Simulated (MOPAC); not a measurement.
Geometry relaxation of C₃BN₃ (charge +1) (part 2 of 2)

Continued. System: C₃BN₃, charge +1, multiplicity 2. Method: MNDO, unrestricted (MOPAC 23.2.5). The starting geometry was optimised with MNDO.

Geometry of the input (Å):
```
N  1.1950  -2.1057  1.1013
C  0.6735  -1.1829  0.6127
B  0.0105  -0.0092  -0.0082
C  -1.1457  -0.2049  -0.9178
N  -2.0552  -0.3589  -1.6329
C  0.5037  1.3603  0.2811
N  0.8918  2.4372  0.5091
```

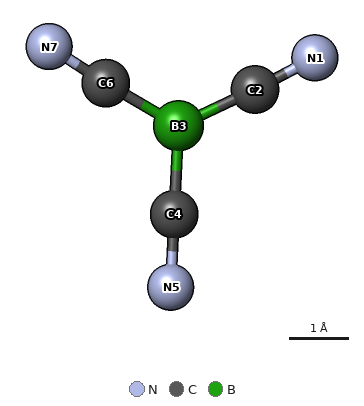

Fig. 1: The geometry at step 23 of the log (ball-and-stick view, seen at an oblique angle; atoms are numbered from 1 in the order of the input).

Trajectory as extended XYZ, continued
```
7
Properties=species:S:1:pos:R:3:forces:R:3 step=9 energy=15.80741
N     1.2027   -2.1146    1.0999   -0.0286  -0.0130   0.0013
C     0.6661   -1.1952    0.6136   -0.0677   0.1857  -0.1084
B     0.0482    0.0044    0.0302    0.0061  -0.5458   0.1028
C    -1.1310   -0.2030   -0.9001   -0.2331   0.0141  -0.2264
N    -2.0995   -0.3666   -1.6769    0.2451   0.0212   0.2204
C     0.4945    1.3667    0.2810    0.1813   0.5701   0.0319
N     0.8971    2.4456    0.5037   -0.1031  -0.2324  -0.0215
7
Properties=species:S:1:pos:R:3:forces:R:3 step=10 energy=15.80633
N     1.2018   -2.1142    1.0998   -0.0284   0.0097   0.0018
C     0.6654   -1.1942    0.6130    0.0716  -0.1447   0.0256
B     0.0481   -0.0061    0.0299   -0.0097   0.3160   0.0125
C    -1.1332   -0.2020   -0.9018    0.3174   0.0185   0.2215
N    -2.0966   -0.3664   -1.6740   -0.2856  -0.0338  -0.2086
C     0.4946    1.3703    0.2781    0.1249   0.2675   0.0416
N     0.8978    2.4491    0.5060   -0.1901  -0.4331  -0.0944
7
Properties=species:S:1:pos:R:3:forces:R:3 step=11 energy=15.80456
N     1.2016   -2.1146    1.1008   -0.0304   0.0083  -0.0243
C     0.6663   -1.1955    0.6113    0.0068   0.0011   0.0355
B     0.0472   -0.0013    0.0331    0.0476  -0.0030  -0.0594
C    -1.1305   -0.2019   -0.9018   -0.0002   0.0032   0.0244
N    -2.0982   -0.3666   -1.6742    0.0025   0.0010   0.0030
C     0.4958    1.3719    0.2749   -0.1136  -0.2991  -0.0119
N     0.8959    2.4449    0.5067    0.0874   0.2885   0.0327
7
Properties=species:S:1:pos:R:3:forces:R:3 step=12 energy=15.80403
N     1.2011   -2.1149    1.0998   -0.0151  -0.0188   0.0061
C     0.6661   -1.1947    0.6127    0.0051   0.0020  -0.0155
B     0.0488   -0.0015    0.0312    0.0054  -0.0220   0.0109
C    -1.1306   -0.2020   -0.9013   -0.0291  -0.0020  -0.0352
N    -2.0984   -0.3666   -1.6745    0.0431   0.0074   0.0468
C     0.4952    1.3700    0.2785    0.0156   0.0425  -0.0095
N     0.8960    2.4465    0.5048   -0.0251  -0.0092  -0.0037
7
Properties=species:S:1:pos:R:3:forces:R:3 step=13 energy=15.80395
N     1.2006   -2.1153    1.1002   -0.0172  -0.0128  -0.0004
C     0.6663   -1.1952    0.6121    0.0051   0.0018  -0.0039
B     0.0489   -0.0017    0.0312    0.0168  -0.0011  -0.0006
C    -1.1304   -0.2019   -0.9015    0.0173   0.0022   0.0091
N    -2.0981   -0.3665   -1.6738   -0.0072   0.0001   0.0039
C     0.4952    1.3705    0.2776    0.0107   0.0209   0.0000
N     0.8956    2.4470    0.5052   -0.0255  -0.0111  -0.0079
7
Properties=species:S:1:pos:R:3:forces:R:3 step=14 energy=15.80386
N     1.1996   -2.1162    1.1004   -0.0198  -0.0053  -0.0061
C     0.6667   -1.1956    0.6117    0.0097  -0.0066   0.0065
B     0.0498   -0.0018    0.0312    0.0178   0.0125  -0.0098
C    -1.1296   -0.2017   -0.9016    0.0290   0.0019   0.0230
N    -2.0979   -0.3664   -1.6728   -0.0214  -0.0015  -0.0095
C     0.4953    1.3711    0.2770    0.0024  -0.0100   0.0024
N     0.8945    2.4476    0.5052   -0.0177   0.0091  -0.0066
7
Properties=species:S:1:pos:R:3:forces:R:3 step=15 energy=15.80359
N     1.1947   -2.1208    1.1007   -0.0181   0.0086  -0.0158
C     0.6684   -1.1971    0.6104    0.0114  -0.0154   0.0236
B     0.0542   -0.0019    0.0302    0.0188   0.0351  -0.0218
C    -1.1259   -0.2011   -0.9019    0.0476  -0.0007   0.0502
N    -2.0973   -0.3660   -1.6684   -0.0486  -0.0045  -0.0395
C     0.4961    1.3728    0.2753   -0.0091  -0.0637   0.0070
N     0.8893    2.4510    0.5044   -0.0020   0.0406  -0.0037
7
Properties=species:S:1:pos:R:3:forces:R:3 step=16 energy=15.80343
N     1.1901   -2.1251    1.1004   -0.0127   0.0131  -0.0160
C     0.6698   -1.1981    0.6098    0.0102  -0.0177   0.0238
B     0.0586   -0.0017    0.0292    0.0099   0.0317  -0.0175
C    -1.1227   -0.2009   -0.9017    0.0339  -0.0015   0.0408
N    -2.0969   -0.3656   -1.6650   -0.0373  -0.0038  -0.0346
C     0.4970    1.3739    0.2746   -0.0058  -0.0603   0.0055
N     0.8845    2.4544    0.5030    0.0018   0.0384  -0.0020
7
Properties=species:S:1:pos:R:3:forces:R:3 step=17 energy=15.80340
N     1.1843   -2.1307    1.0993    0.0062   0.0015  -0.0019
C     0.6716   -1.1991    0.6098   -0.0057  -0.0017   0.0008
B     0.0641   -0.0011    0.0280   -0.0053   0.0005   0.0045
C    -1.1189   -0.2009   -0.9008   -0.0076  -0.0008   0.0016
N    -2.0962   -0.3649   -1.6612    0.0066  -0.0002  -0.0027
C     0.4985    1.3748    0.2745    0.0067   0.0024  -0.0005
N     0.8781    2.4589    0.5006   -0.0009  -0.0017  -0.0018
7
Properties=species:S:1:pos:R:3:forces:R:3 step=18 energy=15.80335
N     1.1866   -2.1286    1.0993    0.0088  -0.0004   0.0001
C     0.6708   -1.1986    0.6101   -0.0087  -0.0020  -0.0006
B     0.0619   -0.0012    0.0287   -0.0034   0.0019   0.0026
C    -1.1206   -0.2011   -0.9006   -0.0019   0.0005   0.0049
N    -2.0963   -0.3651   -1.6631    0.0027  -0.0008  -0.0045
C     0.4982    1.3743    0.2749   -0.0019  -0.0036  -0.0024
N     0.8805    2.4573    0.5012    0.0044   0.0043   0.0000
7
Properties=species:S:1:pos:R:3:forces:R:3 step=19 energy=15.80368
N     1.1881   -2.1278    1.1010   -0.0393   0.0594  -0.0412
C     0.6697   -1.1999    0.6092    0.0417  -0.0198   0.0334
B     0.0621   -0.0011    0.0274   -0.0122  -0.0234   0.0172
C    -1.1199   -0.2005   -0.9014   -0.0778  -0.0231  -0.0531
N    -2.0971   -0.3654   -1.6627    0.0546   0.0111   0.0336
C     0.4952    1.3749    0.2739    0.0997   0.1326   0.0467
N     0.8828    2.4569    0.5027   -0.0668  -0.1368  -0.0367
7
Properties=species:S:1:pos:R:3:forces:R:3 step=20 energy=15.80340
N     1.1925   -2.1237    1.0989   -0.0108  -0.0072   0.0012
C     0.6685   -1.1975    0.6112    0.0097  -0.0009  -0.0002
B     0.0563   -0.0014    0.0307    0.0033   0.0023  -0.0012
C    -1.1251   -0.2015   -0.8998    0.0083   0.0036  -0.0050
N    -2.0961   -0.3655   -1.6681   -0.0032  -0.0007   0.0080
C     0.4973    1.3729    0.2759    0.0001  -0.0071  -0.0013
N     0.8863    2.4535    0.5021   -0.0074   0.0100  -0.0015
7
Properties=species:S:1:pos:R:3:forces:R:3 step=21 energy=15.80349
N     1.1840   -2.1308    1.0983    0.0400  -0.0329   0.0233
C     0.6720   -1.1985    0.6104   -0.0435   0.0139  -0.0215
B     0.0634   -0.0011    0.0291    0.0038   0.0137  -0.0054
C    -1.1197   -0.2012   -0.9003    0.0414   0.0104   0.0422
N    -2.0956   -0.3648   -1.6618   -0.0285  -0.0065  -0.0306
C     0.5004    1.3744    0.2751   -0.0605  -0.0776  -0.0284
N     0.8772    2.4590    0.4997    0.0472   0.0791   0.0205
7
Properties=species:S:1:pos:R:3:forces:R:3 step=22 energy=15.80334
N     1.1880   -2.1276    1.0991    0.0088   0.0023   0.0000
C     0.6701   -1.1985    0.6104   -0.0092  -0.0026  -0.0007
B     0.0606   -0.0012    0.0293   -0.0016   0.0001   0.0015
C    -1.1217   -0.2011   -0.9003   -0.0023  -0.0008   0.0024
N    -2.0961   -0.3652   -1.6643    0.0035   0.0002  -0.0018
C     0.4980    1.3740    0.2751   -0.0062   0.0028  -0.0012
N     0.8817    2.4566    0.5012    0.0070  -0.0019  -0.0002
7
Properties=species:S:1:pos:R:3:forces:R:3 step=23 energy=15.80340
N     1.1924   -2.1240    1.0992   -0.0102   0.0054  -0.0068
C     0.6684   -1.1980    0.6109    0.0106  -0.0023   0.0059
B     0.0568   -0.0013    0.0304   -0.0013  -0.0032   0.0022
C    -1.1245   -0.2013   -0.9001   -0.0066  -0.0014  -0.0083
N    -2.0962   -0.3655   -1.6675    0.0063   0.0012   0.0073
C     0.4966    1.3732    0.2757    0.0141   0.0166   0.0069
N     0.8863    2.4538    0.5021   -0.0130  -0.0163  -0.0072
7
Properties=species:S:1:pos:R:3:forces:R:3 step=24 energy=15.80335
N     1.1907   -2.1255    1.0990   -0.0041  -0.0028  -0.0012
C     0.6691   -1.1981    0.6109    0.0037   0.0021   0.0008
B     0.0582   -0.0013    0.0302    0.0001  -0.0003   0.0011
C    -1.1234   -0.2012   -0.9001    0.0007   0.0000  -0.0017
N    -2.0960   -0.3654   -1.6664    0.0007   0.0001   0.0025
C     0.4973    1.3735    0.2756    0.0042  -0.0001   0.0011
N     0.8844    2.4549    0.5016   -0.0053   0.0010  -0.0026
7
Properties=species:S:1:pos:R:3:forces:R:3 step=25 energy=15.80358
N     1.1806   -2.1343    1.0983    0.0267   0.0030   0.0055
C     0.6730   -1.1995    0.6098   -0.0284  -0.0116  -0.0053
B     0.0667   -0.0010    0.0283    0.0010   0.0071  -0.0003
C    -1.1169   -0.2008   -0.9002    0.0094   0.0035   0.0223
N    -2.0953   -0.3644   -1.6590   -0.0049  -0.0027  -0.0177
C     0.5006    1.3754    0.2743   -0.0346  -0.0224  -0.0139
N     0.8736    2.4618    0.4988    0.0308   0.0232   0.0095
7
Properties=species:S:1:pos:R:3:forces:R:3 step=26 energy=15.80332
N     1.1887   -2.1272    1.0988   -0.0048  -0.0076   0.0015
C     0.6698   -1.1984    0.6107    0.0037   0.0057  -0.0016
B     0.0598   -0.0012    0.0299    0.0018   0.0003   0.0006
C    -1.1222   -0.2011   -0.9000    0.0032   0.0005  -0.0006
N    -2.0958   -0.3652   -1.6650   -0.0019  -0.0002   0.0017
C     0.4979    1.3739    0.2754    0.0040  -0.0060  -0.0006
N     0.8823    2.4563    0.5010   -0.0061   0.0074  -0.0010
7
Properties=species:S:1:pos:R:3:forces:R:3 step=27 energy=15.80334
N     1.1865   -2.1292    1.0987    0.0077  -0.0026   0.0021
C     0.6706   -1.1988    0.6104   -0.0079   0.0005  -0.0021
B     0.0618   -0.0011    0.0294   -0.0009   0.0007   0.0005
C    -1.1207   -0.2010   -0.9000    0.0019   0.0010   0.0047
N    -2.0956   -0.3650   -1.6633    0.0000  -0.0007  -0.0035
C     0.4986    1.3743    0.2750   -0.0074  -0.0048  -0.0027
N     0.8799    2.4579    0.5004    0.0065   0.0059   0.0010
7
Properties=species:S:1:pos:R:3:forces:R:3 step=28 energy=15.80333
N     1.1873   -2.1286    1.0987    0.0027  -0.0010   0.0006
C     0.6703   -1.1987    0.6105   -0.0029  -0.0005  -0.0006
B     0.0611   -0.0011    0.0296   -0.0003   0.0006   0.0008
C    -1.1212   -0.2011   -0.8999    0.0016   0.0005   0.0014
N    -2.0956   -0.3650   -1.6639   -0.0001  -0.0003  -0.0006
C     0.4983    1.3742    0.2751   -0.0033  -0.0023  -0.0014
N     0.8808    2.4574    0.5005    0.0023   0.0031  -0.0001
7
Properties=species:S:1:pos:R:3:forces:R:3 step=29 energy=15.80333
N     1.1877   -2.1283    1.0987    0.0007  -0.0003  -0.0001
C     0.6701   -1.1987    0.6106   -0.0008   0.0004   0.0000
B     0.0608   -0.0012    0.0298   -0.0003  -0.0002   0.0004
C    -1.1214   -0.2010   -0.8999   -0.0005  -0.0002   0.0007
N    -2.0956   -0.3651   -1.6642    0.0013   0.0000   0.0001
C     0.4981    1.3741    0.2752    0.0000   0.0007  -0.0002
N     0.8812    2.4572    0.5006   -0.0003  -0.0004  -0.0008
7
Properties=species:S:1:pos:R:3:forces:R:3 step=30 energy=15.80333
N     1.1879   -2.1282    1.0986    0.0010   0.0010  -0.0003
C     0.6700   -1.1987    0.6106   -0.0007  -0.0009   0.0004
B     0.0606   -0.0012    0.0299   -0.0003  -0.0002   0.0005
C    -1.1215   -0.2010   -0.8998   -0.0004   0.0001  -0.0001
N    -2.0956   -0.3651   -1.6643    0.0008  -0.0002   0.0003
C     0.4981    1.3741    0.2752   -0.0011   0.0014   0.0001
N     0.8813    2.4571    0.5005    0.0007  -0.0011  -0.0009
7
Properties=species:S:1:pos:R:3:forces:R:3 step=31 energy=15.80333
N     1.1881   -2.1281    1.0987    0.0018  -0.0021   0.0002
C     0.6699   -1.1988    0.6106   -0.0016   0.0037  -0.0005
B     0.0605   -0.0012    0.0299   -0.0015  -0.0005   0.0002
C    -1.1216   -0.2010   -0.9000   -0.0016  -0.0008   0.0018
N    -2.0956   -0.3651   -1.6644    0.0022   0.0003  -0.0009
C     0.4979    1.3741    0.2753    0.0016   0.0003   0.0000
N     0.8816    2.4570    0.5006   -0.0009  -0.0009  -0.0008
7
Properties=species:S:1:pos:R:3:forces:R:3 step=32 energy=15.80333
N     1.1891   -2.1276    1.0983    0.0013  -0.0029   0.0007
C     0.6693   -1.1988    0.6109    0.0008   0.0062  -0.0005
B     0.0596   -0.0012    0.0306   -0.0028  -0.0007   0.0008
C    -1.1222   -0.2010   -0.8995   -0.0013  -0.0005  -0.0009
N    -2.0952   -0.3651   -1.6652    0.0002  -0.0002  -0.0005
C     0.4975    1.3741    0.2754    0.0025  -0.0009   0.0020
N     0.8824    2.4565    0.5004   -0.0007  -0.0010  -0.0016
7
Properties=species:S:1:pos:R:3:forces:R:3 step=33 energy=15.80334
N     1.1904   -2.1269    1.0978   -0.0041   0.0005  -0.0007
C     0.6687   -1.1987    0.6114    0.0069   0.0023   0.0015
B     0.0583   -0.0012    0.0315   -0.0020   0.0003   0.0003
C    -1.1230   -0.2010   -0.8991   -0.0012  -0.0008  -0.0032
N    -2.0948   -0.3651   -1.6664   -0.0007   0.0000   0.0014
C     0.4971    1.3739    0.2759    0.0042  -0.0008   0.0020
N     0.8836    2.4559    0.5000   -0.0030  -0.0015  -0.0013
7
Properties=species:S:1:pos:R:3:forces:R:3 step=34 energy=15.80333
N     1.1895   -2.1274    1.0981   -0.0002   0.0029  -0.0015
C     0.6692   -1.1986    0.6112    0.0016  -0.0023   0.0020
B     0.0591   -0.0012    0.0310   -0.0006   0.0003   0.0003
C    -1.1225   -0.2010   -0.8994   -0.0019  -0.0002   0.0004
N    -2.0951   -0.3651   -1.6657    0.0012  -0.0002  -0.0009
C     0.4975    1.3739    0.2757   -0.0011   0.0012   0.0007
N     0.8828    2.4563    0.5001    0.0010  -0.0017  -0.0010
7
Properties=species:S:1:pos:R:3:forces:R:3 step=35 energy=15.80333
N     1.1899   -2.1272    1.0979   -0.0034   0.0001   0.0008
C     0.6690   -1.1986    0.6113    0.0042   0.0005  -0.0003
B     0.0586   -0.0012    0.0313    0.0006  -0.0002  -0.0004
C    -1.1228   -0.2010   -0.8992    0.0008  -0.0004  -0.0021
N    -2.0950   -0.3651   -1.6661   -0.0014  -0.0001   0.0021
C     0.4974    1.3739    0.2759    0.0019   0.0008  -0.0004
N     0.8832    2.4561    0.5000   -0.0026  -0.0008   0.0003
7
Properties=species:S:1:pos:R:3:forces:R:3 step=36 energy=15.80333
N     1.1897   -2.1273    1.0980   -0.0005  -0.0002   0.0001
C     0.6692   -1.1986    0.6112    0.0012   0.0008   0.0002
B     0.0589   -0.0012    0.0311   -0.0001  -0.0003   0.0000
C    -1.1227   -0.2010   -0.8993   -0.0002  -0.0003  -0.0002
N    -2.0951   -0.3651   -1.6659   -0.0001  -0.0001   0.0001
C     0.4974    1.3739    0.2758    0.0003   0.0006   0.0004
N     0.8829    2.4562    0.5001   -0.0006  -0.0006  -0.0007
7
Properties=species:S:1:pos:R:3:forces:R:3 step=37 energy=15.80333
N     1.1896   -2.1273    1.0980   -0.0012   0.0003   0.0005
C     0.6692   -1.1986    0.6112    0.0017  -0.0002  -0.0002
B     0.0589   -0.0012    0.0311    0.0002   0.0001  -0.0001
C    -1.1226   -0.2010   -0.8993    0.0006  -0.0002  -0.0008
N    -2.0951   -0.3651   -1.6658   -0.0006  -0.0002   0.0010
C     0.4975    1.3739    0.2758    0.0002   0.0003  -0.0007
N     0.8829    2.4563    0.5000   -0.0009   0.0000   0.0002
```

Results in brief

| quantity | value |
| --- | --- |
| outcome | converged |
| total energy | −38.973739 hartree |
| dispersion energy | 0.000000 hartree |
| heat of formation | 364.43 kcal/mol |
| basis functions | 28 |
| largest force | 0.002 eV/Å |
| ⟨S²⟩ | 0.758 |
| peak memory | 0.072 GiB |

Notes on the run: HEAT OF FORMATION IS ESSENTIALLY STATIONARY. MOPAC's energies along a path are heats of formation.
